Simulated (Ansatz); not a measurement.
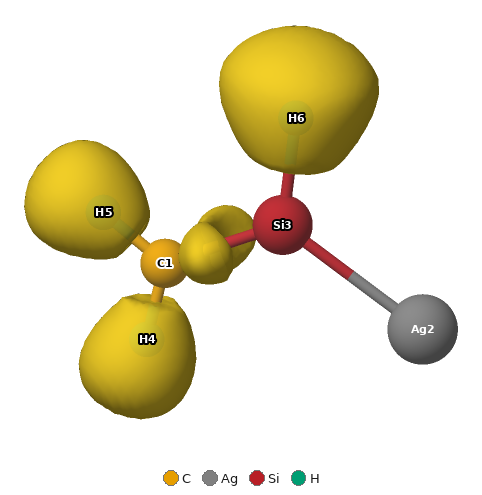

*CH3AgSi (SMILES C=[SiH][Ag]). Isosurface of the electron localisation function at 0.85 (yellow), seen at a tilt. Core shells and regions of very low density are left out.*

Geometry: B3LYP-D4/def2-TZVP; core potentials replace the inner electrons of Ag.

Level of theory: isolated molecule in a Gaussian basis; Kohn-Sham density functional theory, functional PBE0 (Ansatz).

```yaml
atoms:
  - { symbol: C, position_ang: [-1.9806, 1.1622, 0.0751] }
  - { symbol: Ag, position_ang: [0.2914, 2.1124, -2.5922] }
  - { symbol: Si, position_ang: [-0.4244, 1.0033, -0.6236] }
  - { symbol: H, position_ang: [-2.7515, 1.7929, -0.3480] }
  - { symbol: H, position_ang: [-2.2584, 0.6314, 0.9791] }
  - { symbol: H, position_ang: [0.5245, 0.0988, 0.0756] }
```

Identify the bonds, lone pairs and shells in this picture.

Answer. The surface consists of one region between bonded C–Si atoms (shared pairs) and three regions around hydrogen nuclei. Profiles from the grid: C–Si (1.71 Å): the ELF peaks at about 0.90 between the atoms (a covalent bond). Si–Ag (2.37 Å): the ELF peaks at about 0.75 between the atoms.
